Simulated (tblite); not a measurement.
# Saddle-point search, with input and output: C3H7NS

The run: saddle-point search of C3H7NS. Method and program: GFN2-xTB saddle search (eigenvector following) and harmonic vibrations, gas phase (tblite 0.8.0).

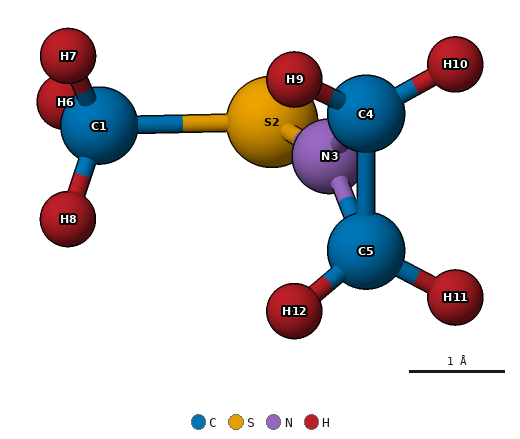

Figure 1. The input geometry (ball-and-stick view, seen at an oblique angle; atoms are numbered from 1 in the order of the input).

### Results in brief

```json
{"quantity": "outcome", "value": "converged"}
{"quantity": "total energy", "value": "−438.1662 eV"}
{"quantity": "point group", "value": "Cs"}
{"quantity": "hardware", "value": "1 CPU thread, shared host"}
{"quantity": "wall time", "value": "0.81 s"}
{"quantity": "peak memory", "value": "0.19 GiB"}
```

### Input file
```
{"job": {"xc": "GFN2-xTB", "basis": "xTB", "kind": "saddle"}, "charge": 0, "multiplicity": 1}
C      2.230470    -0.019425     0.105734
S      0.857762     0.053471     1.335026
N     -0.532762     0.029520     0.499096
C     -1.516116     0.757916    -0.204764
C     -1.532055    -0.740908    -0.133880
H      3.137821     0.003539     0.700482
H      2.193453     0.844020    -0.550469
H      2.179847    -0.943506    -0.460712
H     -1.245271     1.230610    -1.145497
H     -2.236598     1.321359     0.380036
H     -2.265639    -1.230501     0.499617
H     -1.270912    -1.306095    -1.024669
```

The first line tells a small driver script what to run in tblite; the rest is the geometry in Å.

Launch command:
```bash
OMP_NUM_THREADS=1 python <driver script> task.json out
```

### The program's output
```
step      E/eV     max force
  0    -438.16338   0.0360
  1    -438.16623   0.0266
  2    -438.16624   0.0014
lowest wavenumbers (cm-1): -271.2 117.5 134.0 210.9 296.1 583.2
```

### Trajectory as extended XYZ (Å, eV, eV/Å), 3 frames, from step=0 to step=2
```
12
Properties=species:S:1:pos:R:3:forces:R:3 step=0 energy=-438.16338
C     2.2305   -0.0194    0.1057   -0.0140   0.0030  -0.0040
S     0.8578    0.0535    1.3350    0.0040   0.0020   0.0160
N    -0.5328    0.0295    0.4991   -0.0040  -0.0010   0.0140
C    -1.5161    0.7579   -0.2048    0.0170   0.0020   0.0000
C    -1.5321   -0.7409   -0.1339    0.0040   0.0000   0.0110
H     3.1378    0.0035    0.7005   -0.0080  -0.0010  -0.0180
H     2.1935    0.8440   -0.5505   -0.0300  -0.0010  -0.0020
H     2.1798   -0.9435   -0.4607   -0.0310  -0.0010  -0.0040
H    -1.2453    1.2306   -1.1455    0.0340   0.0040   0.0110
H    -2.2366    1.3214    0.3800   -0.0070  -0.0010  -0.0130
H    -2.2656   -1.2305    0.4996    0.0050   0.0000  -0.0130
H    -1.2709   -1.3061   -1.0247    0.0310  -0.0070   0.0020
12
Properties=species:S:1:pos:R:3:forces:R:3 step=1 energy=-438.16623
C     2.2051   -0.0181    0.1148    0.0180  -0.0030   0.0040
S     0.8543    0.0563    1.3643   -0.0070  -0.0010  -0.0110
N    -0.5051    0.0283    0.4779    0.0110  -0.0010  -0.0020
C    -1.4979    0.7577   -0.2085   -0.0020  -0.0020   0.0020
C    -1.5138   -0.7420   -0.1368   -0.0020   0.0030   0.0020
H     3.1349   -0.0011    0.6738   -0.0220  -0.0010  -0.0150
H     2.1427    0.8463   -0.5389    0.0010  -0.0060   0.0080
H     2.1239   -0.9398   -0.4532    0.0010   0.0100   0.0100
H    -1.2262    1.2343   -1.1471    0.0000   0.0000   0.0020
H    -2.2187    1.3187    0.3786    0.0000  -0.0010   0.0000
H    -2.2459   -1.2289    0.5005    0.0000   0.0010   0.0000
H    -1.2533   -1.3117   -1.0253    0.0000   0.0010   0.0020
12
Properties=species:S:1:pos:R:3:forces:R:3 step=2 energy=-438.16624
C     2.2054   -0.0182    0.1141    0.0000   0.0010   0.0000
S     0.8544    0.0559    1.3633    0.0010   0.0000   0.0010
N    -0.5063    0.0283    0.4798   -0.0010   0.0000   0.0000
C    -1.4980    0.7577   -0.2082    0.0000   0.0000   0.0000
C    -1.5141   -0.7418   -0.1367    0.0000   0.0000   0.0000
H     3.1341   -0.0003    0.6734    0.0010   0.0000   0.0000
H     2.1429    0.8458   -0.5395    0.0000   0.0000   0.0000
H     2.1253   -0.9402   -0.4528    0.0000  -0.0010   0.0000
H    -1.2250    1.2344   -1.1463    0.0000   0.0000   0.0000
H    -2.2194    1.3188    0.3781    0.0000   0.0000   0.0000
H    -2.2468   -1.2289    0.4997    0.0000   0.0000   0.0000
H    -1.2524   -1.3114   -1.0248    0.0000   0.0000   0.0000
```

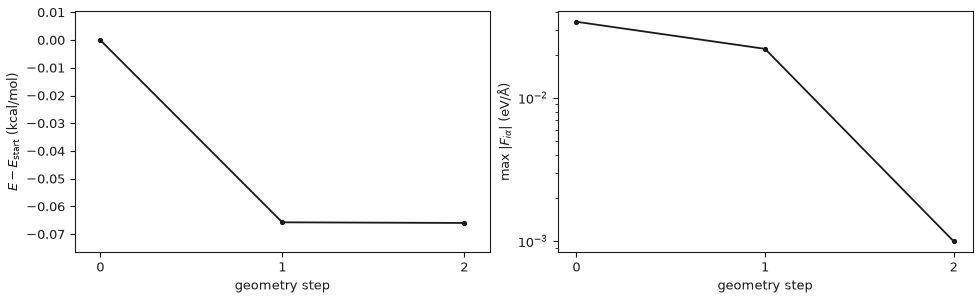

Figure 2. Progress of the saddle-point search, step by step (steps are counted from 0).

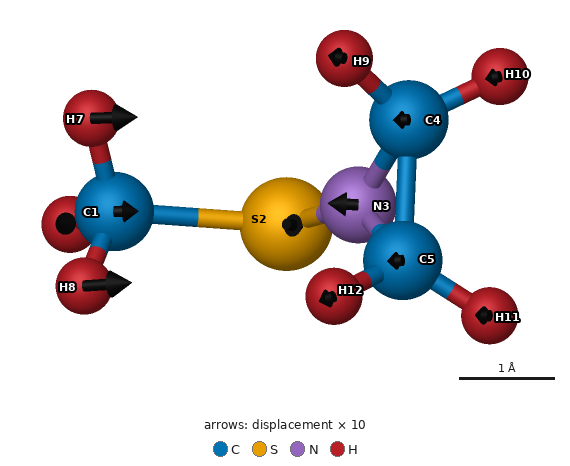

Figure 3. The starting structure with the displacements as black arrows, magnified 10 times (ball-and-stick view, seen at a tilt). The two geometries are laid on each other by the best rigid fit. The atom that moves furthest after the best rigid fit is H8 (0.055 Å). By element the largest moves are H 0.055 Å, N 0.033 Å, S 0.029 Å, C 0.026 Å. Among the angles that change: C1–S2–N3 107.1° → 104.2°. After 2 geometry steps the energy has fallen by 0.07 kcal/mol. The largest force component goes from 0.034 to 0.001 eV/Å. (Atoms are counted from 1 in the order of the input.)
